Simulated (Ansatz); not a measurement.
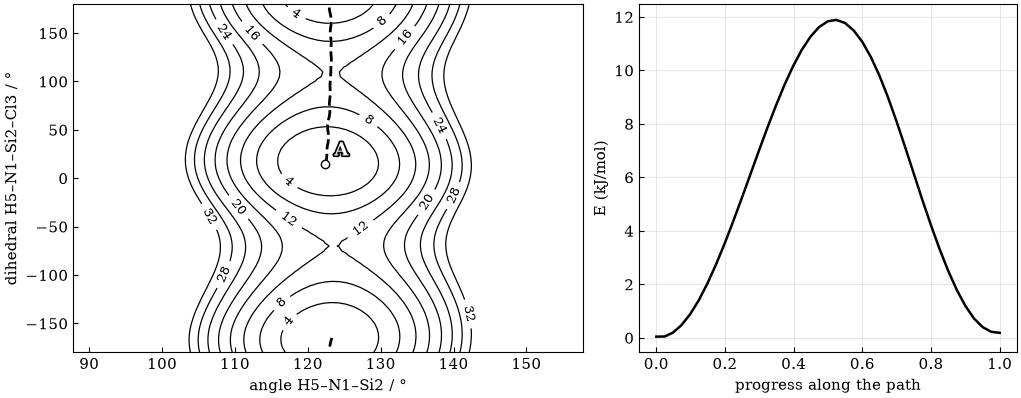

BrClH₂NSi, SMILES N[Si](Cl)Br, spin multiplicity 2. First axis: angle H5–N1–Si2. Second axis: dihedral H5–N1–Si2–Cl3. Nothing is relaxed (all other coordinates rigid). The grid has 15 × 15 points. Points are written as (first, second). Energies: kJ/mol, counted from the relaxed molecule at the same level. All numbers below come from UHF/def2-SVP in Ansatz.

In the figure: contour lines labelled in kJ/mol (none above 32), a line along the lowest path, the energy along the path at the right, the start A. Between grid points the surface is interpolated.

> Describe the path and its barrier.

The easiest path leads from the well at (122.8°, 12°) to the well at about (123°, −165°), about 0.14 kJ/mol higher (on a rigid scan; wells that are mirror images or exchange like atoms can differ by this much). Its highest point lies about 12 kJ/mol above the bottom of the first well on the interpolated surface, at (122.8°, 108°). The start is the relaxed structure and all else is held, so a fully relaxed path at this level can only be lower.
